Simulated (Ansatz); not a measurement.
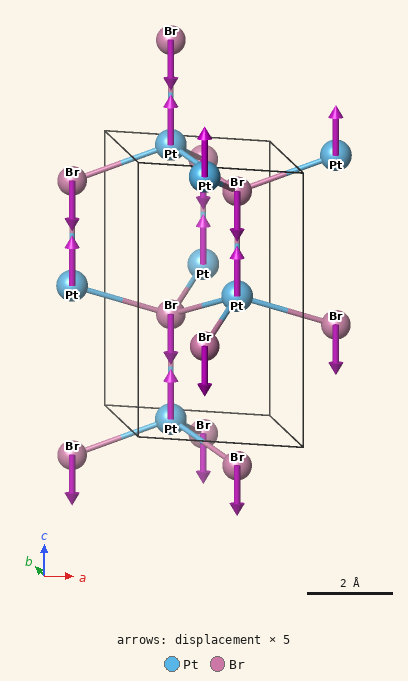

This is a relaxation of solid PtBr (built on the wurtzite_186 type). The starting structure is drawn; purple arrows show the displacements (the part carried along by the change of the cell is left out), 5 times their true length.

Style: ball-and-stick. Shown: the cell of the calculation, slightly off an axis.

Case: wurtzite type (P6_3mc, No. 186).

These are results of DFT PBE, scalar-relativistic, plane waves, PAW in Ansatz, not measurements. Settings: plane-wave cutoff 420 eV; k-point mesh 12 × 12 × 8; occupations gaussian; smearing width 0.1 eV; no spin polarisation; cell and atoms relaxed; force threshold 0.01 eV/Å; at most 80 steps.

Q: What happened in the run?

A: After 10 accepted moves (12 points after the start) the energy has fallen by 41.8 meV per atom. Largest force component: 0.12 eV/Å at the start, 0.0013 eV/Å at the end. The pressure goes from 3.04 to 0.00 GPa. At 2 points the geometry stayed and the basis and grid were re-selected for the new cell (energy shift of 1.0 meV per atom at most each time). The largest moves relative to the cell, 0.24 Å, are those of Pt and Br atoms. Largest moves by element: Br 0.24 Å, Pt 0.24 Å. The volume changes by −0.9 %, with a = b 4.144 → 3.852 Å (−7.0 %), c 6.636 → 7.615 Å (+14.8 %). Among the contacts that change: Br–Pt 2.536 → 2.422 Å, Br–Pt 2.517 → 2.620 Å. Among the angles between lasting bonds that change: Br–Pt–Br 110.8° → 94.6°, Pt–Br–Pt 110.8° → 94.6°, Pt–Br–Pt 108.1° → 121.9°. The space group stays P6_3mc (No. 186). Cost: 89 s on 1 thread of AMD EPYC 9B45 (Zen 5), with other jobs on the host, peak memory 0.55 GiB.
